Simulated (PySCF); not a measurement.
Run report: C3H10NO2Si, EPR calculation

The run: EPR calculation of C3H10NO2Si, multiplicity 2, SMILES CCO[Si](O)NC. Method and program: UKS B3LYP, pcH-1 on C H N O Si, non-relativistic, mean-field spin-orbit, GIAO (PySCF 2.14.0).

It belongs to a series of runs on one base structure; here: H removed from Si.

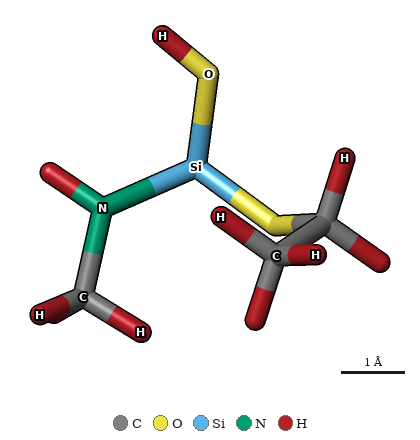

*The structure (stick view, seen at a tilt).*

Input
```
{"job": {"kind": "epr", "basis": "pcH-1"}, "charge": 0, "multiplicity": 2}
C     -1.750185     0.826302     0.366456
C     -1.789820    -0.167368    -0.783545
O     -0.504132    -0.443143    -1.292935
Si     0.682707    -1.294028    -0.593189
O      0.011080    -2.455823     0.358486
N      1.642257    -0.285950     0.457258
C      2.086766     1.024286     0.046265
H     -1.171104     0.413448     1.188959
H     -1.283240     1.754572     0.044988
H     -2.760126     1.037339     0.709813
H     -2.365631     0.237493    -1.622341
H     -2.252951    -1.103468    -0.455011
H      0.527620    -2.905287     1.020302
H      2.343948    -0.745363     1.021673
H      1.311428     1.473785    -0.568514
H      3.014210     0.994552    -0.535939
H      2.250175     1.650682     0.926288
```

The first line tells a small driver script what to run in PySCF; the rest is the geometry in Å.

Machine: 1 CPU thread, shared host.

Launch command:
```bash
OMP_NUM_THREADS=1 python <driver script> task.json out
```

What the program printed
```
UKS, coarse grid
  cycle   1  E = -614.90150568  |g| = 7.87e-01
  cycle   2  E = -614.53830572  |g| = 1.26e+00
  cycle   3  E = -615.11691742  |g| = 1.06e-01
  cycle   4  E = -615.11982538  |g| = 6.55e-02
  cycle   5  E = -615.12154601  |g| = 1.47e-02
  cycle   6  E = -615.12163448  |g| = 5.36e-03
  cycle   7  E = -615.12164595  |g| = 8.57e-04
  cycle   8  E = -615.12164743  |g| = 3.47e-04
UKS, final grid
  cycle   1  E = -615.12164491  |g| = 4.16e-04
  cycle   2  E = -615.12164484  |g| = 6.20e-04
  cycle   3  E = -615.12164498  |g| = 7.56e-05
  cycle   4  E = -615.12164498  |g| = 1.66e-05
E = -615.12164498 Eh   <S^2> = 0.7520 (exact 0.7500)
g shifts (ppm)      1          2          3
  rmc          -197       -197       -197
  gc            108         87         34
  oz_so       -1380       -357       -111
  total       -1469       -467       -273
hyperfine (MHz)  atom isotope    a_iso     a_fc   dipolar eigenvalues
    0   13C       2.34       2.34     -0.47     -0.39      0.85
    1   13C      11.33      11.33     -2.66     -2.46      5.12
    2   17O    -114.61    -114.59    -11.98      5.41      6.57
    3  29Si    -876.82    -877.57   -110.85     53.99     56.86
    4   17O     -54.13     -54.10    -27.90     13.34     14.56
    5   14N      25.43      25.43     -9.54     -9.13     18.67
    6   13C      -4.81      -4.81     -1.12     -0.79      1.91
    7    1H       0.89       0.89     -1.49     -0.71      2.20
    8    1H       0.39       0.39     -1.09     -0.80      1.89
    9    1H       4.95       4.95     -0.71     -0.57      1.29
   10    1H       0.10       0.10     -1.98     -0.98      2.97
   11    1H      -1.75      -1.76     -2.35     -0.84      3.19
   12    1H      -4.27      -4.30     -8.28     -3.72     12.00
   13    1H     -12.33     -12.35    -11.96     -4.18     16.15
   14    1H       0.18       0.18     -2.97     -1.32      4.29
   15    1H       7.36       7.36     -2.87     -1.50      4.36
   16    1H      12.14      12.14     -2.23     -1.06      3.29
```

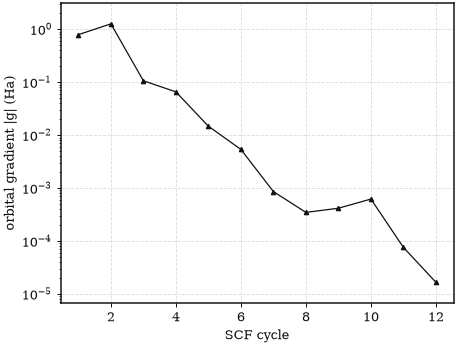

*Convergence of the self-consistent field: orbital gradient |g| against the SCF cycle.*

All cycles printed in the log are drawn one after another.

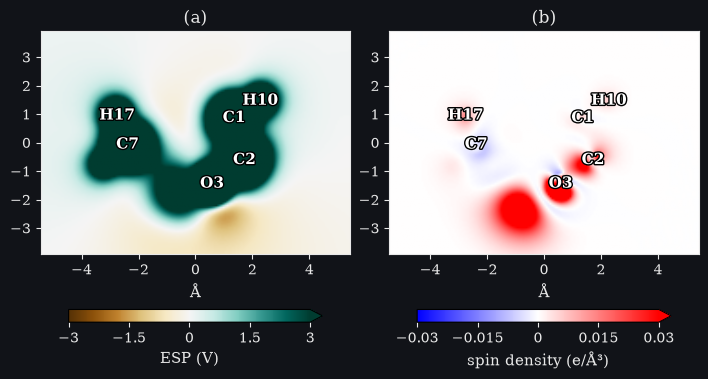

*(a) molecular electrostatic potential; (b) spin density (α minus β) on the plane of atoms C2, C1 and H10.*

The unpaired spin (1 electron) lies mostly on Si4 (about 0.7), N6 (about 0.1) and O5 (about 0.1), in electrons by Hirshfeld's partition.

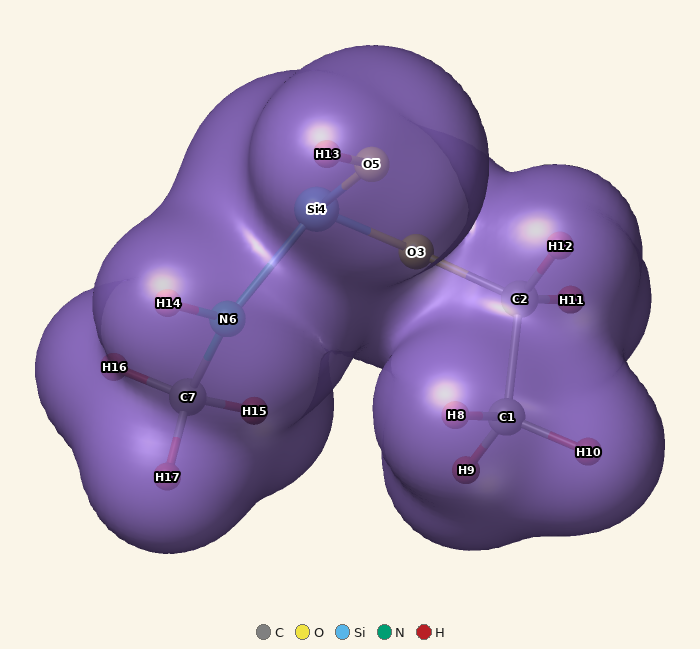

*Isosurface of the total electron density at 0.05 e/Å³ (purple), seen at a tilt.*

At this value the surface is in one piece. On the grid the lowest density along these lines, outside the cores, is 1.7 e/Å³ (C–O, 1.41 Å), 1.8 e/Å³ (C–N, 1.44 Å), 1.7 e/Å³ (C–C, 1.52 Å) and 1 e/Å³ (Si–O, 1.62 Å).

Results in brief

```json
{"quantity": "outcome", "value": "converged"}
{"quantity": "total energy", "value": "−615.121645 hartree"}
{"quantity": "⟨S²⟩", "value": "0.752"}
{"quantity": "isotropic g", "value": "2.0016"}
{"quantity": "wall time", "value": "78 s"}
{"quantity": "peak memory", "value": "0.97 GiB"}
```
